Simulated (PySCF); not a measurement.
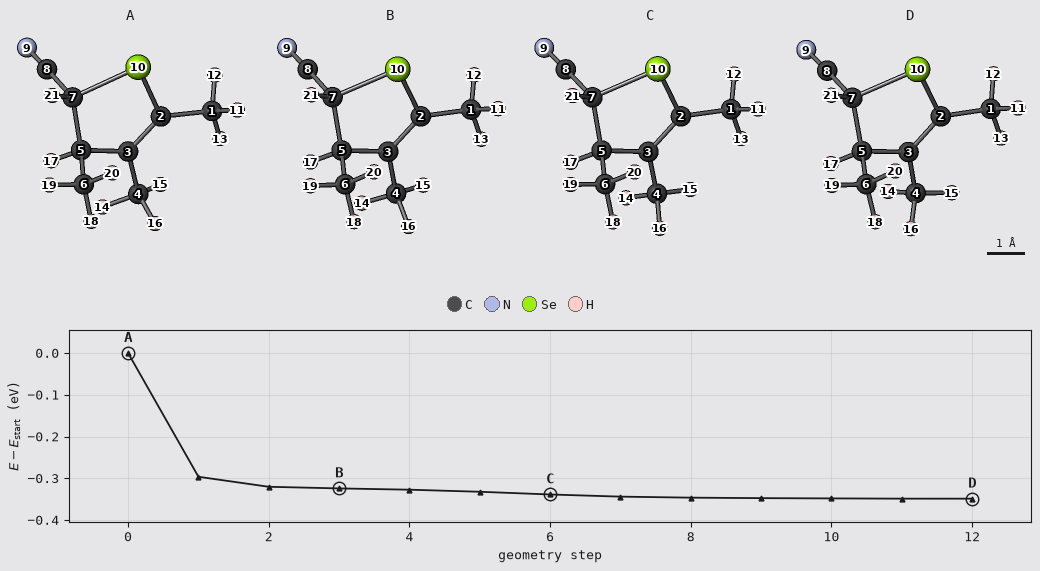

Frames of a relaxation of C$_{8}$H$_{11}$NSe, marked on the history of the run. Style: ball-and-stick. Shown at a tilt.

The start comes from GFN2-xTB. Its atoms were then displaced at random by about 0.01 Å.

Method: PBE0-D3(BJ)/def2-SVP geometry optimisation, gas phase in PySCF. 

**Describe the path.**

Over 12 geometry steps the energy falls by 0.349 eV. The largest move after the best rigid fit is that of H16, 0.68 Å. By element the largest moves are H 0.68 Å, N 0.12 Å, C 0.10 Å, Se 0.08 Å. Among the contacts that change: C1–H13 1.036 → 1.098 Å, C4–H15 1.049 → 1.097 Å, C8–N9 1.124 → 1.158 Å, C3–C4 1.519 → 1.493 Å. Bond angles that change, for instance: H11–C1–H13 112.5° → 107.8°, C3–C4–H14 106.5° → 110.5°, C2–C3–C4 122.5° → 126.0°. Groups turn about C3–C4 by about 35°. Cost: 5.6 min on 1 thread of Intel(R) Xeon(R) Platinum 8375C CPU @ 2.90GHz, with other jobs on the host. From step 0 to 3: H atoms move most (0.20 Å), energy −0.324 eV. From step 3 to 6: H15 moves most (0.29 Å), energy −0.015 eV. From step 6 to 12: H16 moves most (0.26 Å), energy −0.010 eV.
